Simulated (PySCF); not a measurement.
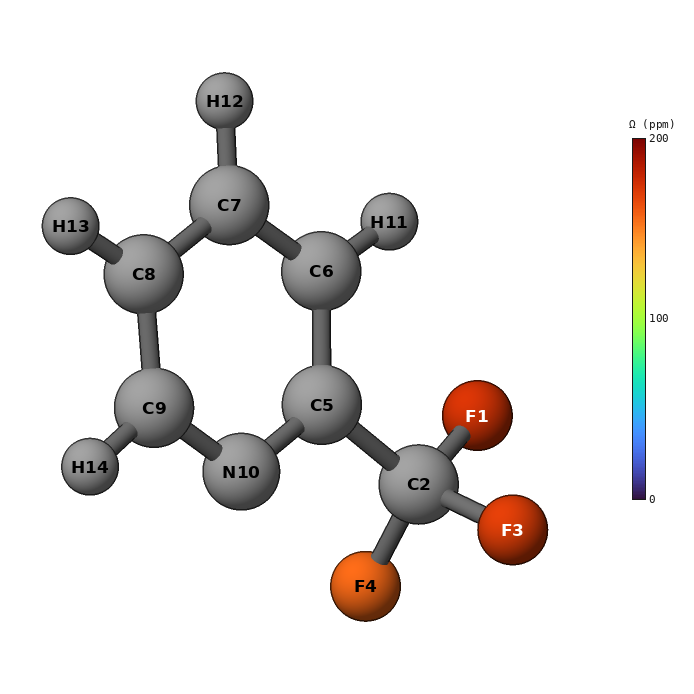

The F atoms are coloured by the span of their shielding tensor. Geometry: an image of a reaction path computed with GFN2-xTB, not a minimum. Properties computed with GIAO PBE0/pcSseg-1 NMR shielding, non-relativistic, gas phase (PySCF 2.14.0). Principal shieldings σ11 ≤ σ22 ≤ σ33, span Ω = σ33 − σ11, skew κ = 3(σiso − σ22)/Ω.

Give the shielding tensors of the F atoms.

```tsv
atom	σ11	σ22	σ33	σiso	Ω	κ
F1	183.6	259.3	356.6	266.5	173.0	0.12
F3	159.5	238.0	328.4	241.9	168.9	0.07
F4	178.7	248.7	334.3	253.9	155.6	0.10
```

Shieldings and span in ppm.
